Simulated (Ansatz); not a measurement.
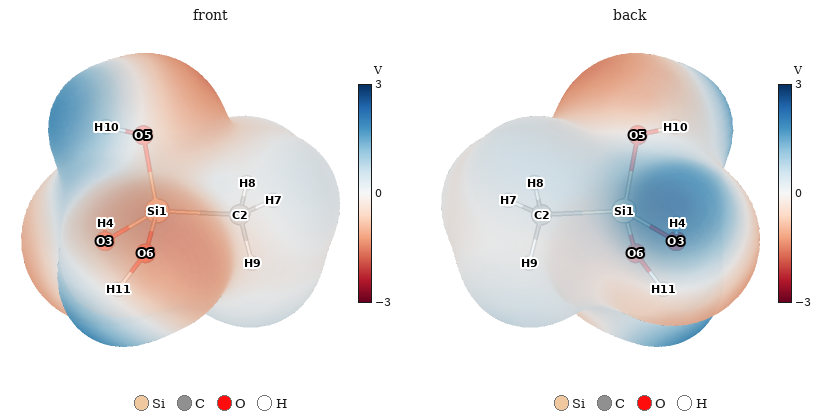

Figure 1: CH$_{6}$O$_{3}$Si. The electrostatic potential painted on the density surface at 0.001 e/bohr³, seen from the front and from behind; the colour scale runs from red (negative) to blue (positive).

Computed with RKS PBE0-D4/def2-SVP (Ansatz).

```yaml
atoms:
  - { symbol: Si, position_ang: [-0.2439, -0.2235, 0.1640] }
  - { symbol: C, position_ang: [0.8661, 1.1566, -0.3763] }
  - { symbol: O, position_ang: [0.0506, -1.6441, -0.6554] }
  - { symbol: H, position_ang: [-0.0006, -1.6122, -1.6147] }
  - { symbol: O, position_ang: [-1.7896, 0.3267, -0.0615] }
  - { symbol: O, position_ang: [-0.0338, -0.6466, 1.7520] }
  - { symbol: H, position_ang: [0.7335, 2.0320, 0.2773] }
  - { symbol: H, position_ang: [0.6361, 1.4726, -1.4056] }
  - { symbol: H, position_ang: [1.9227, 0.8530, -0.3345] }
  - { symbol: H, position_ang: [-2.4770, -0.1899, 0.3701] }
  - { symbol: H, position_ang: [0.3357, -1.5246, 1.8847] }
```

Question: Where is the surface potential most negative and most positive?

Answer: The most negative region (about −1.4 V) lies over O5 and O6, the most positive (about +2.0 V) over H4.
